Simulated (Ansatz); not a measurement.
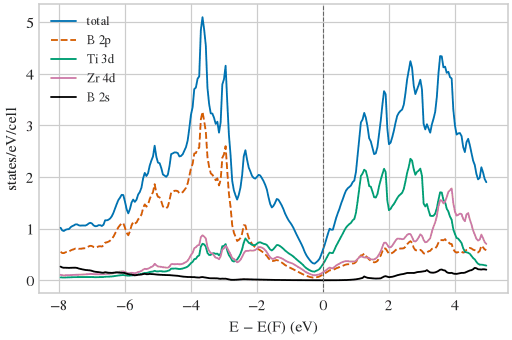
*Total and projected density of states of ZrTiB₄ in space group Pmmm (No. 47; Ti on 1a, B on 2t, B on 2r, Zr on 1d), DFT-r²SCAN in the program Ansatz with PAW potentials*

Which orbitals carry the states next to the Fermi level?

Within 0.5 eV of the Fermi level: Ti 3d 54 %, Zr 4d 26 %, B 2p 19 %. Projections are on Löwdin-orthogonalised atomic valence shells; empty p or d shells of many metals are not among them.

Where is the tallest occupied peak in this window, and what makes it?

Near -3.6 eV, about 5.1 states/eV per cell; the largest projected share is B 2p.

The start of the workflow was typed in or built on a structure type; neither database checked (COD, Materials Project) lists it. Its standing as an ambient phase is unchecked. The cell was relaxed with r²SCAN under the symmetry of its start; whether a distortion lowers the energy is not shown. No spin polarisation was allowed. Spin–orbit coupling is left out wherever it is not named.

Potentials: the earlier of the program's two PAW sets.
